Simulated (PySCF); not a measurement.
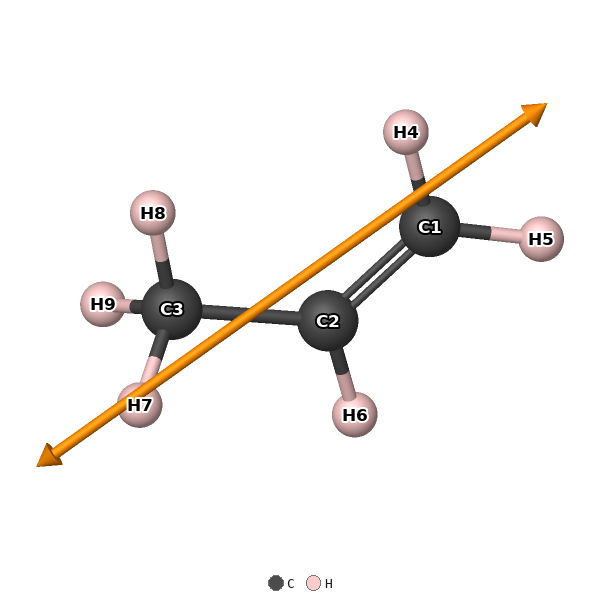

The double arrow shows the direction of the transition dipole to excited singlet state 2 (its length means nothing). The geometry was computed by an optimisation with GFN2-xTB. No frequency run is at hand to confirm it as a minimum. Method: TDDFT ωB97X-D/def2-SVPD, vertical, gas phase, core orbitals frozen in the response (PySCF 2.14.0).

How is the transition polarised?

Nearly parallel to the C1–C2 bond.

Give its energy, strength and character.

7.66 eV (162 nm), oscillator strength 0.42, mainly HOMO → LUMO (weight 0.96); transition dipole 3.80 D.
